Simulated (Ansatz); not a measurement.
**Converging the k-point mesh: TiSi (Pm, 8 atoms in the cell)**

```xyz
8
Lattice="6.5448 0.0000 0.0000 0.0000 3.6499 0.0000 0.0000 0.0000 5.0184" Properties=species:S:1:pos:R:3 pbc="T T T"
Ti     4.4222     0.9125     1.9158
Ti     2.1226     2.7374     3.1527
Ti     5.3950     2.7374     4.3750
Ti     1.1498     0.9125     0.6435
Si     3.5599     0.9125     4.2928
Si     2.9849     2.7374     0.7257
Si     6.2573     2.7374     1.7836
Si     0.2875     0.9125     3.2349
```

Level of theory: LDA (PW92), default PAW files made with PBE (plane waves; Ansatz, an electronic-structure program).

Base settings: basis.ecutwfc = 30.9 Ry; kpoints.mp_grid.grid = 3 7 5; hamiltonian.xc = lda; hamiltonian.pseudopotentials = {kind: paw} (the program's default PAW files); scf.occupations.method = fermi_dirac; scf.occupations.width = 0.0073 Ry.

The second cell is the first with its lattice scaled by 0.98.

Only quantities that move along the ladder and can be compared are tabulated.

The count of work is k-points × plane waves × bands × iterations; it is no time. Core times come from one kind of shared machine, to one figure; runs under 30 s give none.

The starting cell comes from a database of computed structures (which also holds hypothetical and non-ambient phases and stackings), without a prior relaxation at this level. Its lattice was rescaled by up to half a per cent. One atom was moved a little off its site on purpose. Spin polarisation is off. In the base run, with a pressure of about -8 GPa the cell is away from its equilibrium volume at this level. Ansatz's pressure includes its estimate of the finite-basis (Pulay) stress.

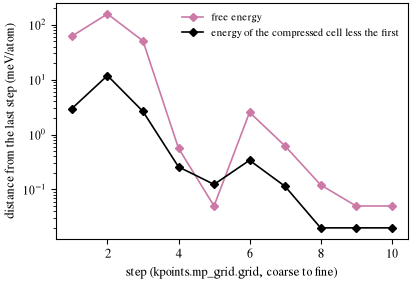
*Distance from the last step along the ladder; very small values are drawn at a floor.*

```tsv
kpoints.mp_grid.grid	free energy less the last step's (meV/atom)	energy of the compressed cell less the first (meV/atom)	pressure (GPa)	largest difference of a force vector from the last step's (eV/Å)	count of work / last	core time / last (rough)
1 2 1	61.98	-18.89	-7.78	1.560	0.0079	–
1 2 2	157.22	-10.01	-6.20	0.844	0.016	–
2 2 2	50.67	-19.24	-7.76	0.376	0.032	–
2 3 3	-0.56	-22.13	-8.25	0.096	0.027	–
3 4 3	-0.01	-21.75	-8.18	0.064	0.051	–
3 6 4	-2.54	-22.21	-8.26	0.018	0.11	–
3 7 5	-0.62	-21.99	-8.22	0.013	0.13	–
4 7 5	0.12	-21.86	-8.20	0.012	0.17	–
5 9 6	0.00	-21.89	-8.21	0.005	0.27	0.3
6 11 8	0.01	-21.87	-8.20	0.001	0.53	0.7
7 13 10	0.00	-21.87	-8.21	0.000	1.0	1
```

Coarsest kpoints.mp_grid.grid that holds the forces within 0.02 eV/Å of the last step, with all finer ones: 3 6 4, at 0.11 of the last step's count of work; the step before is off by 0.064 eV/Å.

Coarsest kpoints.mp_grid.grid that holds the pressure within 0.2 GPa of the last step, with all finer ones: 2 3 3, at 0.027 of the last step's count of work; the step before is off by 0.45 GPa.

Coarsest kpoints.mp_grid.grid that holds the free energy within 1 meV/atom of the last step, with all finer ones: 3 7 5, at 0.13 of the last step's count of work; the step before is off by 2.5 meV/atom.

The energy difference between the two cells stays within 1 meV/atom of the last step's from 2 3 3 on, the total only from 3 7 5 on: much of the error is common to both cells and cancels.

Keys are those of Ansatz 0.2.
